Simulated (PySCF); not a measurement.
# BF (SMILES [B]F): B2PLYP/def2-TZVPPD

Aim: the energy change on altering one bond length of BF at B2PLYP/def2-TZVPPD, from 2 runs. The job is set up through a Python script.

The calculation is run with PySCF 2.14.0.

5 further runs of the same task are left out: 5 set aside as unsound or not needed.

## Step 1: The structure to begin with

The species is BF (2 atoms), meant as a singlet with charge 0. As SMILES, `[B]F`. The shape is that of a GFN2-xTB optimisation.

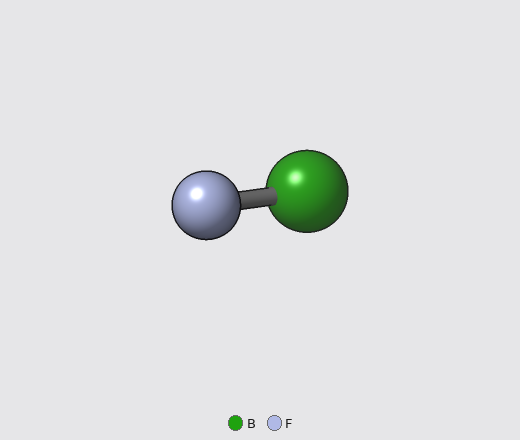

Viewed from a chosen angle; boron green, fluorine light blue.

## Step 2: The energy at B2PLYP/def2-TZVPPD

File start.xyz:

```xyz
2
BF
B      0.000000     0.000000     0.000000
F      0.000000     0.000000     1.244390
```

File calc.py:

```python
# 13768-60-0
from pyscf import gto, dft, mp

molecule = gto.M(
    atom='start.xyz',
    basis='def2-tzvppd',
    max_memory=1860,
    verbose=3,
    spin=0,
)

calc0 = dft.RKS(molecule)
calc0.xc = '0.53*HF + 0.47*B88, 0.73*LYP'
calc0.conv_tol = 1e-10
calc0.grids.level = 5
calc0.kernel()
if not calc0.converged:
    calc0 = calc0.newton().run(calc0.mo_coeff, calc0.mo_occ)

pt = mp.MP2(calc0, frozen=2).run()
e_tot = calc0.e_tot + 0.27 * pt.e_corr
print('PT2 part  %.8f' % (0.27 * pt.e_corr))
print('E(%s) = %.9f' % ('B2PLYP', e_tot))
```

Launch:

```sh
$ OMP_NUM_THREADS=1 python calc.py
```

What it wrote:

```text
converged SCF energy = -124.538376371719
E(RMP2) = -124.923768515561  E_corr = -0.38539214384214
E(SCS-RMP2) = -124.918180561087  E_corr = -0.379804189368468
PT2 part  -0.10405588
E(B2PLYP) = -124.642432251
```

It took 3.9 s on 1 thread of Arm Neoverse V2, shared host; peak memory 0.35 GiB.

## Step 3: The distorted shape at the same level

File job.py:

```python
from pyscf import gto, dft, mp

molecule = gto.M(
    atom=[
    ('B', (0.000000, 0.000000, -0.186610)),
    ('F', (0.000000, 0.000000, 1.244390)),
],
    spin=0,
    max_memory=1860,
    verbose=4,
    basis='def2-tzvppd',
    charge=0,
)

calc0 = dft.RKS(molecule, xc='0.53*HF + 0.47*B88, 0.73*LYP')
calc0.conv_tol = 1e-10
calc0.grids.level = 5
calc0.kernel()
if not calc0.converged:
    calc0 = calc0.newton().run(calc0.mo_coeff, calc0.mo_occ)

pt = mp.MP2(calc0, frozen=2).run()
etot = calc0.e_tot + 0.27 * pt.e_corr
print('PT2 part  %.8f' % (0.27 * pt.e_corr))
print('Final energy', etot)
```

Launch:

```sh
$ OMP_NUM_THREADS=1 python job.py
```

What it wrote:

```text
PySCF version 2.14.0

[INPUT] num. atoms = 2
[INPUT] num. electrons = 14
[INPUT] charge = 0
[INPUT] spin (= nelec alpha-beta = 2S) = 0
[INPUT] symmetry False subgroup None
[INPUT] Mole.unit = angstrom
[INPUT] Symbol           X                Y                Z      unit          X                Y                Z       unit  Magmom
[INPUT]  1 B      0.000000000000   0.000000000000  -0.186610000000 AA    0.000000000000   0.000000000000  -0.352641792105 Bohr   0.0
[INPUT]  2 F      0.000000000000   0.000000000000   1.244390000000 AA    0.000000000000   0.000000000000   2.351556292148 Bohr   0.0

nuclear repulsion = 16.6407927962264
number of shells = 27
number of NR pGTOs = 107
number of NR cGTOs = 77
basis = def2-tzvppd
ecp = {}

******** <class 'pyscf.dft.rks.RKS'> ********
method = RKS
initial guess = minao
damping factor = 0
level_shift factor = 0
DIIS = <class 'pyscf.scf.diis.CDIIS'>
diis_start_cycle = 1
diis_space = 8
diis_damp = 0
SCF conv_tol = 1e-10
SCF conv_tol_grad = None
SCF max_cycles = 50
direct_scf = True
direct_scf_tol = 1e-13
XC library pyscf.dft.libxc version 7.0.0
    S. Lehtola, C. Steigemann, M. J.T. Oliveira, and M. A.L. Marques.,  SoftwareX 7, 1–5 (2018)
XC functionals = 0.53*HF + 0.47*B88, 0.73*LYP
    A. D. Becke.,  Phys. Rev. A 38, 3098 (1988)
    C. Lee, W. Yang, and R. G. Parr.,  Phys. Rev. B 37, 785 (1988)
    B. Miehlich, A. Savin, H. Stoll, and H. Preuss.,  Chem. Phys. Lett. 157, 200 (1989)
radial grids:
    Treutler-Ahlrichs [JCP 102, 346 (1995); DOI:10.1063/1.469408] (M4) radial grids

becke partition: Becke, JCP 88, 2547 (1988); DOI:10.1063/1.454033
pruning grids: <function nwchem_prune>
grids dens level: 5
symmetrized grids: False
atomic radii adjust function: <function treutler_atomic_radii_adjust>
small_rho_cutoff = 0
Set gradient conv threshold to 1e-05
Initial guess from minao.
tot grids = 87040
init E= -124.403944797883
  HOMO = -0.294161473666939  LUMO = -0.0193941865663307  gap/eV = 7.47680
cycle= 1 E= -124.466238166454  delta_E= -0.0623  |g|= 0.509  |ddm|= 0.818
  HOMO = -0.379721324457005  LUMO = -0.037464186274441  gap/eV = 9.31329
cycle= 2 E= -124.424635829296  delta_E= 0.0416  |g|= 0.774  |ddm|= 0.56
  HOMO = -0.367313365340461  LUMO = -0.024728629341273  gap/eV = 9.32221
cycle= 3 E= -124.517562090038  delta_E= -0.0929  |g|= 0.0199  |ddm|= 0.288
  HOMO = -0.35695699325608  LUMO = -0.0152823548319114  gap/eV = 9.29744
cycle= 4 E= -124.517724386962  delta_E= -0.000162  |g|= 0.00723  |ddm|= 0.0359
  HOMO = -0.357900112903657  LUMO = -0.016241451530755  gap/eV = 9.29701
cycle= 5 E= -124.517739220763  delta_E= -1.48e-05  |g|= 0.0018  |ddm|= 0.0105
  HOMO = -0.3581058899053  LUMO = -0.0165246759064334  gap/eV = 9.29490
cycle= 6 E= -124.517740061162  delta_E= -8.4e-07  |g|= 0.000266  |ddm|= 0.00235
  HOMO = -0.358099605164988  LUMO = -0.0165270470615787  gap/eV = 9.29466
cycle= 7 E= -124.517740087783  delta_E= -2.66e-08  |g|= 3.21e-05  |ddm|= 0.000418
  HOMO = -0.358101626043076  LUMO = -0.0165285739105273  gap/eV = 9.29468
cycle= 8 E= -124.517740088077  delta_E= -2.94e-10  |g|= 2.66e-06  |ddm|= 3.71e-05
  HOMO = -0.358100592004661  LUMO = -0.0165279341402183  gap/eV = 9.29467
cycle= 9 E= -124.517740088079  delta_E= -2.44e-12  |g|= 4.67e-07  |ddm|= 4.43e-06
  HOMO = -0.3581006722906  LUMO = -0.016527976355213  gap/eV = 9.29467
Extra cycle  E= -124.517740088079  delta_E= 1.42e-13  |g|= 5.79e-07  |ddm|= 7.83e-07
converged SCF energy = -124.517740088079

******** <class 'pyscf.mp.mp2.RMP2'> ********
nocc = 5, nmo = 75
frozen orbitals 2
E(RMP2) = -124.917416573106  E_corr = -0.39967648502721
E(SCS-RMP2) = -124.911433980205  E_corr = -0.393693892125888
E_corr(same-spin) = -0.0991360268154974
E_corr(oppo-spin) = -0.300540458211713
PT2 part  -0.10791265
Final energy -124.62565273903657
```

It took 4.2 s on 1 thread of Arm Neoverse V2, shared host; peak memory 0.35 GiB.

## Step 4: Outcome

At B2PLYP/def2-TZVPPD, 2 core orbitals frozen:

```
                                                         quantity          value
                                        first shape: total energy  -124.64243 Eh
                            first shape: dipole moment (SCF part)         1.01 D
                   first shape: HOMO energy (SCF part's orbitals)       -9.11 eV
                   first shape: LUMO energy (SCF part's orbitals)        0.31 eV
                 first shape: HOMO–LUMO gap (SCF part's orbitals)        9.43 eV
                                    distorted shape: total energy  -124.62565 Eh
                        distorted shape: dipole moment (SCF part)         0.07 D
               distorted shape: HOMO energy (SCF part's orbitals)       -9.74 eV
               distorted shape: LUMO energy (SCF part's orbitals)       -0.45 eV
             distorted shape: HOMO–LUMO gap (SCF part's orbitals)        9.29 eV
energy change with the B1–F2 bond stretched from 1.244 to 1.431 Å       0.457 eV
```

In words: With the B1–F2 bond stretched from 1.244 to 1.431 Å the energy rises by 0.46 eV (44.1 kJ/mol). The first shape isn't relaxed at this level, so the change isn't measured from a minimum.
